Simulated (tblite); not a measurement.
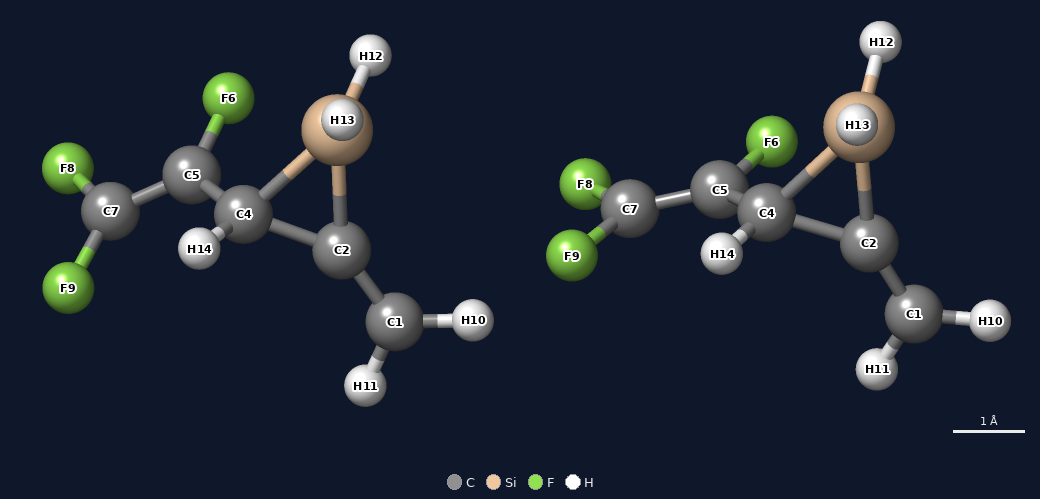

Two geometries of C₅H₅F₃Si, drawn at one scale. One is the start of a relaxation, the other its converged end. A ball-and-stick model, seen at a tilt.

These are results of GFN2-xTB geometry optimisation, gas phase (tblite), not measurements. 

**Which of the two is the end point?**

The right one is the relaxed one. The energy falls by 52.2 kJ/mol in 91 geometry steps. The largest move after the best rigid fit is that of an F atom, 0.79 Å. Largest moves by element: F 0.79 Å, H 0.38 Å, C 0.26 Å, Si 0.17 Å. Among the contacts that change: C–Si 1.885 → 1.941 Å, C–F 1.382 → 1.332 Å, C–C 1.485 → 1.516 Å, C–H 1.113 → 1.084 Å. Among the angles between lasting bonds that change: C–C–C 144.8° → 134.4°, Si–C–C 111.3° → 120.9°, F–C–F 119.5° → 110.6°. Groups turn about C–C by about 25°. The run took 0.62 s on 1 thread of Arm Neoverse V1, on a shared host.
